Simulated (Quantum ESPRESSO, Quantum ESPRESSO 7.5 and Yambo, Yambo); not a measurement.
# A GW chain in Yambo: KF (Carobbiite)

Aim: the G0W0 gap of KF (Carobbiite) on PBE, step by step.

Main program and level: Quantum ESPRESSO 7.5 and Yambo 5.3.0; PBE and many-body steps on it, plane waves.

### Step 1. Starting point

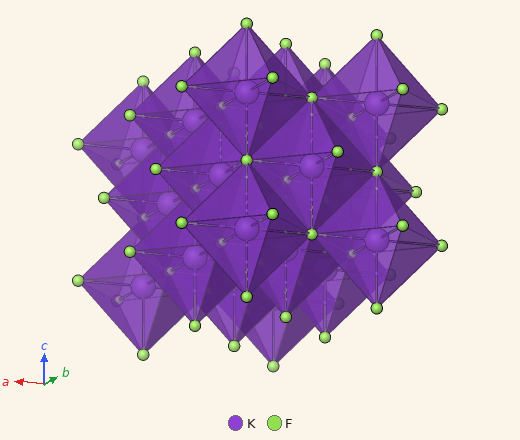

The starting structure, seen from a free direction (potassium purple, fluorine green). 1×2×1 cells are drawn. This picture shows the conventional cell, with its axes. Some periodic images of atoms are drawn too.

The cell and positions come from the Crystallography Open Database and are kept as given unless a step says otherwise.

### Step 2. Ground state

This step: Quantum ESPRESSO 7.5; DFT, PBE, plane waves, norm-conserving pseudopotentials.

The ground-state density comes first.

Contents of pw.in:

```
&control
  calculation = 'scf'
  prefix = 'x'
  outdir = 'o'
  pseudo_dir = 'pseudo'
/
&system
  ibrav = 0
  nat = 2
  ntyp = 2
  ecutwfc = 72.0
  nbnd = 13
  force_symmorphic = .true.
/
&electrons
  conv_thr = 1e-10
  electron_maxstep = 80
  mixing_beta = 0.5
/
ATOMIC_SPECIES
  K 39.098 K.upf
  F 18.998 F.upf
CELL_PARAMETERS angstrom
  -0.0000000000 2.6718500000 2.6718500000
  2.6718500000 -0.0000000000 2.6718500000
  2.6718500000 2.6718500000 0.0000000000
ATOMIC_POSITIONS crystal
  K 0.0000000000 0.0000000000 0.0000000000
  F 0.5000000000 0.5000000000 0.5000000000
K_POINTS automatic
  6 6 6 0 0 0
```

Started as:

```console
> OMP_NUM_THREADS=1 mpirun -n 8 pw.x -nk 8 -in pw.in > pw.out
```

The program printed:

```text
Program PWSCF v.7.5 starts

     This program is part of the open-source Quantum ESPRESSO suite
     for quantum simulation of materials; please cite
         "P. Giannozzi et al., J. Phys.:Condens. Matter 21 395502 (2009);
         "P. Giannozzi et al., J. Phys.:Condens. Matter 29 465901 (2017);
         "P. Giannozzi et al., J. Chem. Phys. 152 154105 (2020);
     in publications or presentations arising from this work. More details at
     Message from routine setup:
     using ibrav=0 with symmetry is DISCOURAGED, use correct ibrav instead

     G-vector sticks info

     bravais-lattice index     =            0
     lattice parameter (alat)  =       7.1405  a.u.
     unit-cell volume          =     257.4322 (a.u.)^3
     number of atoms/cell      =            2
     number of atomic types    =            2
     number of electrons       =        16.00
     number of Kohn-Sham states=           13
     kinetic-energy cutoff     =      72.0000  Ry
     charge density cutoff     =     288.0000  Ry
     scf convergence threshold =      1.0E-10
     mixing beta               =       0.5000
     number of iterations used =            8  plain     mixing
     Exchange-correlation= PBE
                           (   1   4   3   4   0   0   0)

     celldm(1)=   7.140456  celldm(2)=   0.000000  celldm(3)=   0.000000
     celldm(4)=   0.000000  celldm(5)=   0.000000  celldm(6)=   0.000000

     crystal axes: (cart. coord. in units of alat)
               a(1) = (  -0.000000   0.707107   0.707107 )
               a(2) = (   0.707107  -0.000000   0.707107 )
               a(3) = (   0.707107   0.707107   0.000000 )

     reciprocal axes: (cart. coord. in units 2 pi/alat)
               b(1) = ( -0.707107  0.707107  0.707107 )
               b(2) = (  0.707107 -0.707107  0.707107 )
               b(3) = (  0.707107  0.707107 -0.707107 )
     Pseudo is Norm-conserving + core correction, Zval =  9.0
     Generated using ONCVPSP code by D. R. Hamann
     Using radial grid of 2222 points,  6 beta functions with:
     Pseudo is Norm-conserving + core correction, Zval =  7.0
     Generated using ONCVPSP code by D. R. Hamann
     Using radial grid of  832 points,  5 beta functions with:
     K                 9.00    39.09800     K ( 1.00)
     F                 7.00    18.99800     F ( 1.00)

     48 Sym. Ops., with inversion, found

   Cartesian axes

     site n.     atom                  positions (alat units)
         1        K      tau(   1) = (   0.0000000   0.0000000   0.0000000  )
         2        F      tau(   2) = (   0.7071068   0.7071068   0.7071068  )

     number of k points=    16
                       cart. coord. in units 2pi/alat
        k(    1) = (   0.0000000   0.0000000   0.0000000), wk =   0.0092593
        k(    2) = (   0.1178511   0.1178511  -0.1178511), wk =   0.0740741
        k(    3) = (   0.2357023   0.2357023  -0.2357023), wk =   0.0740741
        k(    4) = (  -0.3535534  -0.3535534   0.3535534), wk =   0.0370370
        k(    5) = (   0.2357023   0.0000000  -0.0000000), wk =   0.0555556
        k(    6) = (   0.3535534   0.1178511  -0.1178511), wk =   0.2222222
        k(    7) = (  -0.2357023  -0.4714045   0.4714045), wk =   0.2222222
        k(    8) = (  -0.1178511  -0.3535534   0.3535534), wk =   0.2222222
        k(    9) = (   0.0000000  -0.2357023   0.2357023), wk =   0.1111111
        k(   10) = (   0.4714045   0.0000000  -0.0000000), wk =   0.0555556
     [... 4 further rows ...]
        k(   15) = (  -0.1178511  -0.3535534   0.5892557), wk =   0.2222222
        k(   16) = (  -0.7071068   0.2357023   0.0000000), wk =   0.1111111

     Dense  grid:    21187 G-vectors     FFT dimensions: (  40,  40,  40)

     Initial potential from superposition of free atoms

     starting charge      15.9808, renormalised to      16.0000
     Starting wfcs are    9 randomized atomic wfcs +    4 random wfcs

     per-process dynamical memory:    18.5 Mb

     Self-consistent Calculation

     iteration #  1     ecut=    72.00 Ry     beta= 0.50

     total energy              =    -109.56130836 Ry
     estimated scf accuracy    <       0.27415963 Ry

     iteration #  2     ecut=    72.00 Ry     beta= 0.50

     total energy              =    -109.63749153 Ry
     estimated scf accuracy    <       0.06022882 Ry

     iteration #  3     ecut=    72.00 Ry     beta= 0.50

     total energy              =    -109.64786663 Ry
     estimated scf accuracy    <       0.00378725 Ry

     iteration #  4     ecut=    72.00 Ry     beta= 0.50

     total energy              =    -109.64818441 Ry
     estimated scf accuracy    <       0.00016555 Ry

     iteration #  5     ecut=    72.00 Ry     beta= 0.50

     total energy              =    -109.64823024 Ry
     estimated scf accuracy    <       0.00002244 Ry

     iteration #  6     ecut=    72.00 Ry     beta= 0.50

     total energy              =    -109.64823459 Ry
     estimated scf accuracy    <       0.00000910 Ry

     iteration #  7     ecut=    72.00 Ry     beta= 0.50

     total energy              =    -109.64823591 Ry
     estimated scf accuracy    <       0.00000003 Ry

     iteration #  8     ecut=    72.00 Ry     beta= 0.50

     total energy              =    -109.64823593 Ry
     estimated scf accuracy    <          4.1E-09 Ry

     iteration #  9     ecut=    72.00 Ry     beta= 0.50

     total energy              =    -109.64823593 Ry
     estimated scf accuracy    <          1.8E-10 Ry

     iteration # 10     ecut=    72.00 Ry     beta= 0.50

     End of self-consistent calculation

          k = 0.0000 0.0000 0.0000 (  2685 PWs)   bands (ev):

   -24.5780 -17.0623  -7.8279  -7.8279  -7.8279   1.5366   1.5366   1.5366
     7.7360  12.2308  12.2308  12.2308  13.8583

          k = 0.1179 0.1179-0.1179 (  2671 PWs)   bands (ev):

   -24.5547 -17.0838  -7.8973  -7.8372  -7.8372   1.3074   1.4475   1.4475
     8.4759  11.8529  12.5839  12.5839  14.1048

          k = 0.2357 0.2357-0.2357 (  2659 PWs)   bands (ev):

   -24.5076 -17.1276  -8.0340  -7.8555  -7.8555   0.9212   1.2754   1.2754
    10.0224  11.6413  13.2845  13.2845  14.8937

          k =-0.3536-0.3536 0.3536 (  2638 PWs)   bands (ev):

     [... further k-points ...]

     highest occupied, lowest unoccupied level (ev):     1.5366    7.7360

!    total energy              =    -109.64823593 Ry
     estimated scf accuracy    <          6.4E-12 Ry

     The total energy is the sum of the following terms:
     one-electron contribution =     -41.34050970 Ry
     hartree contribution      =      28.32769437 Ry
     xc contribution           =     -24.01420756 Ry
     ewald contribution        =     -72.62121304 Ry

     convergence has been achieved in  10 iterations

     XML data file, charge density, pseudopotentials, collected wavefunctions

=------------------------------------------------------------------------------=
   JOB DONE.
=------------------------------------------------------------------------------=
```

Run time: 2.5 s. Hardware: 8 MPI ranks of Arm Neoverse V1, shared host; peak memory 0.41 GiB; 19 s of CPU time.

This step gave:

```
total energy               : -1491.8402 eV
gap                        : 6.199 eV
k of the valence top       : 0, 0, 0
k of the conduction bottom : 0, 0, 0
least direct gap           : 6.199 eV
```

The gap is direct, at Γ.

### Step 3. Bands along the symmetry lines

The cheap functional maps the bands first; the places of the edges decide which points the dearer methods must see.

Contents of pw.in:

```
&control
  calculation = 'bands'
  prefix = 'x'
  outdir = 'o'
  pseudo_dir = 'pseudo'
/
&system
  ibrav = 0
  nat = 2
  ntyp = 2
  ecutwfc = 72.0
  nbnd = 14
  force_symmorphic = .true.
/
&electrons
  conv_thr = 1e-9
  electron_maxstep = 80
  diago_full_acc = .true.
  diago_thr_init = 5e-6
/
ATOMIC_SPECIES
  K 39.098 K.upf
  F 18.998 F.upf
CELL_PARAMETERS angstrom
  -0.0000000000 2.6718500000 2.6718500000
  2.6718500000 -0.0000000000 2.6718500000
  2.6718500000 2.6718500000 0.0000000000
ATOMIC_POSITIONS crystal
  K 0.0000000000 0.0000000000 0.0000000000
  F 0.5000000000 0.5000000000 0.5000000000
K_POINTS crystal
  50
  0.00000000 0.00000000 0.00000000 1
  0.06250000 0.00000000 0.06250000 1
  0.12500000 0.00000000 0.12500000 1
  0.18750000 0.00000000 0.18750000 1
  0.25000000 0.00000000 0.25000000 1
  0.31250000 0.00000000 0.31250000 1
  0.37500000 0.00000000 0.37500000 1
  0.43750000 0.00000000 0.43750000 1
  0.50000000 0.00000000 0.50000000 1
  0.51562500 0.03125000 0.51562500 1
  0.53125000 0.06250000 0.53125000 1
  0.54687500 0.09375000 0.54687500 1
  0.56250000 0.12500000 0.56250000 1
  0.57812500 0.15625000 0.57812500 1
  0.59375000 0.18750000 0.59375000 1
  0.60937500 0.21875000 0.60937500 1
  0.62500000 0.25000000 0.62500000 1
  0.37500000 0.37500000 0.75000000 1
  0.32812500 0.32812500 0.65625000 1
  0.28125000 0.28125000 0.56250000 1
  0.23437500 0.23437500 0.46875000 1
  0.18750000 0.18750000 0.37500000 1
  0.14062500 0.14062500 0.28125000 1
  0.09375000 0.09375000 0.18750000 1
  0.04687500 0.04687500 0.09375000 1
  0.00000000 0.00000000 0.00000000 1
  0.06250000 0.06250000 0.06250000 1
  0.12500000 0.12500000 0.12500000 1
  0.18750000 0.18750000 0.18750000 1
  0.25000000 0.25000000 0.25000000 1
  0.31250000 0.31250000 0.31250000 1
  0.37500000 0.37500000 0.37500000 1
  0.43750000 0.43750000 0.43750000 1
  0.50000000 0.50000000 0.50000000 1
  0.50000000 0.46875000 0.53125000 1
  0.50000000 0.43750000 0.56250000 1
  0.50000000 0.40625000 0.59375000 1
  0.50000000 0.37500000 0.62500000 1
  0.50000000 0.34375000 0.65625000 1
  0.50000000 0.31250000 0.68750000 1
  0.50000000 0.28125000 0.71875000 1
  0.50000000 0.25000000 0.75000000 1
  0.50000000 0.21875000 0.71875000 1
  0.50000000 0.18750000 0.68750000 1
  0.50000000 0.15625000 0.65625000 1
  0.50000000 0.12500000 0.62500000 1
  0.50000000 0.09375000 0.59375000 1
  0.50000000 0.06250000 0.56250000 1
  0.50000000 0.03125000 0.53125000 1
  0.50000000 0.00000000 0.50000000 1
```

The program printed:

```text
[banner, memory and clock lines left out]
Program PWSCF v.7.5 starts

     Atomic positions and unit cell read from directory:
     o/x.save/

     Message from routine setup:
     using ibrav=0 with symmetry is DISCOURAGED, use correct ibrav instead

     G-vector sticks info

     bravais-lattice index     =            0
     lattice parameter (alat)  =       7.1405  a.u.
     unit-cell volume          =     257.4322 (a.u.)^3
     number of atoms/cell      =            2
     number of atomic types    =            2
     number of electrons       =        16.00
     number of Kohn-Sham states=           14
     kinetic-energy cutoff     =      72.0000  Ry
     charge density cutoff     =     288.0000  Ry
     Exchange-correlation= PBE
                           (   1   4   3   4   0   0   0)

     celldm(1)=   7.140456  celldm(2)=   0.000000  celldm(3)=   0.000000
     celldm(4)=   0.000000  celldm(5)=   0.000000  celldm(6)=   0.000000

     crystal axes: (cart. coord. in units of alat)
               a(1) = (  -0.000000   0.707107   0.707107 )
               a(2) = (   0.707107  -0.000000   0.707107 )
               a(3) = (   0.707107   0.707107   0.000000 )

     reciprocal axes: (cart. coord. in units 2 pi/alat)
               b(1) = ( -0.707107  0.707107  0.707107 )
               b(2) = (  0.707107 -0.707107  0.707107 )
               b(3) = (  0.707107  0.707107 -0.707107 )
     Pseudo is Norm-conserving + core correction, Zval =  9.0
     Generated using ONCVPSP code by D. R. Hamann
     Using radial grid of 2222 points,  6 beta functions with:
     Pseudo is Norm-conserving + core correction, Zval =  7.0
     Generated using ONCVPSP code by D. R. Hamann
     Using radial grid of  832 points,  5 beta functions with:
     K                 9.00    39.09800     K ( 1.00)
     F                 7.00    18.99800     F ( 1.00)

     48 Sym. Ops., with inversion, found

   Cartesian axes

     site n.     atom                  positions (alat units)
         1        K      tau(   1) = (   0.0000000   0.0000000   0.0000000  )
         2        F      tau(   2) = (   0.7071068   0.7071068   0.7071068  )

     number of k points=    50
                       cart. coord. in units 2pi/alat
        k(    1) = (   0.0000000   0.0000000   0.0000000), wk =   0.0400000
        k(    2) = (   0.0000000   0.0883883   0.0000000), wk =   0.0400000
        k(    3) = (   0.0000000   0.1767767   0.0000000), wk =   0.0400000
[...]
[... 38 further rows ...]
        k(   49) = (   0.0441942   0.7071068   0.0000000), wk =   0.0400000
        k(   50) = (   0.0000000   0.7071068   0.0000000), wk =   0.0400000

     Dense  grid:    21187 G-vectors     FFT dimensions: (  40,  40,  40)

     The potential is recalculated from file :
     o/x.save/charge-density

     Starting wfcs are    9 randomized atomic wfcs +    5 random wfcs

     Band Structure Calculation

     End of band structure calculation

          k = 0.0000 0.0000 0.0000 (  2685 PWs)   bands (ev):

   -24.5780 -17.0623  -7.8279  -7.8279  -7.8279   1.5366   1.5366   1.5366
     7.7360  12.2308  12.2308  12.2308  13.8583  13.8583

          k = 0.0000 0.0884 0.0000 (  2693 PWs)   bands (ev):

   -24.5733 -17.0665  -7.8359  -7.8359  -7.8306   1.4641   1.5313   1.5313
     7.8827  12.0766  12.3321  12.3321  13.8969  13.9085

          k = 0.0000 0.1768 0.0000 (  2689 PWs)   bands (ev):

   -24.5601 -17.0770  -7.8586  -7.8586  -7.8468   1.2960   1.5182   1.5182
     8.2836  11.6892  12.6257  12.6257  14.0092  14.0256

          k =-0.0000 0.2652 0.0000 (  2666 PWs)   bands (ev):

[...]
k = 0.0000 0.4419-0.0000 (  2650 PWs)   bands (ev):

[...]
k =-0.0000 0.5303 0.0000 (  2658 PWs)   bands (ev):

[...]
k = 0.0000 0.6187-0.0000 (  2650 PWs)   bands (ev):

[...]
k = 0.4640 0.4640-0.0000 (  2650 PWs)   bands (ev):

[...]
k = 0.3315 0.3315-0.0000 (  2650 PWs)   bands (ev):

[...]
k = 0.3094 0.7071-0.0000 (  2648 PWs)   bands (ev):

[...]
k = 0.2210 0.7071-0.0000 (  2654 PWs)   bands (ev):

[...]
k = 0.1768 0.7071-0.0000 (  2648 PWs)   bands (ev):

[...]
k = 0.0442 0.7071 0.0000 (  2660 PWs)   bands (ev):

   -24.4629 -17.0804  -8.3803  -8.0415  -8.0335   1.3295   1.4680   1.4786
     9.7987  11.8937  13.2933  15.0563  15.6248  15.6822

          k = 0.0000 0.7071 0.0000 (  2650 PWs)   bands (ev):

   -24.4630 -17.0794  -8.3835  -8.0381  -8.0381   1.3290   1.4816   1.4816
     9.7709  11.8646  13.3544  15.0554  15.6245  15.6245

     XML data file, pseudopotentials, collected wavefunctions
```

Wall time 2.6 s (8 MPI ranks); peak memory 0.37 GiB; 20 s of CPU time.

Numbers from this step:

```
gap                        : 6.199 eV
k of the valence top       : 0, 0, 0
k of the conduction bottom : 0, 0, 0
least direct gap           : 6.199 eV
```

The gap is 6.199 eV, as in the run before at this level.

Electronic bands along the path, in eV, zero at the top of the highest filled band; v1 is the highest filled band, c1 the lowest empty one:

| point | v4 | v3 | v2 | v1 | c1 | c2 | c3 | c4 |
| --- | --- | --- | --- | --- | --- | --- | --- | --- |
| Γ | -9.36 | 0.00 | 0.00 | 0.00 | 6.20 | 10.69 | 10.69 | 10.69 |
| X | -9.57 | -0.21 | -0.06 | -0.06 | 8.23 | 10.33 | 11.82 | 13.52 |
| U | -9.51 | -0.33 | -0.19 | -0.19 | 8.98 | 10.74 | 11.08 | 13.51 |
| jump to K | -9.51 | -0.33 | -0.19 | -0.19 | 8.98 | 10.74 | 11.08 | 13.51 |
| Γ | -9.36 | 0.00 | 0.00 | 0.00 | 6.20 | 10.69 | 10.69 | 10.69 |
| L | -9.40 | -0.78 | -0.34 | -0.34 | 9.09 | 10.63 | 12.05 | 12.05 |
| W | -9.45 | -0.40 | -0.16 | -0.16 | 9.75 | 9.75 | 11.21 | 13.35 |
| X | -9.57 | -0.21 | -0.06 | -0.06 | 8.23 | 10.33 | 11.82 | 13.52 |

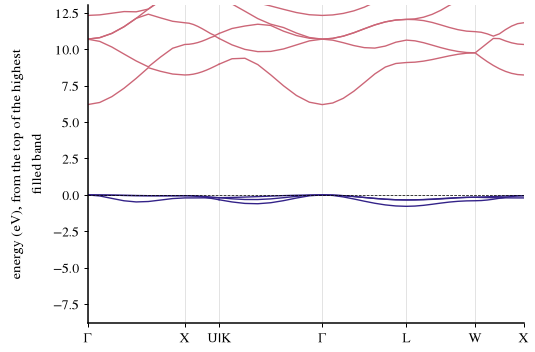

Electronic bands along the path; lines of filled and empty bands in two colours.

(Continued in part 2 of 2.)

[Paths, hosts, dates, memory and timing lines, banners, echoed tables and standing remarks are left out of the program output.]

[Logs are printed without paths, hosts, clocks, repeated set-up lines and the standing remarks that a program may print on its own settings, such as how far it seeks lower states.]

[Runs of the session that timed out or met a known fault of the program may be left out.]

[Hosts, paths, dates, database ids (printed as entryN), source tags and the programs' standing remarks are cut or masked in the printed files.]
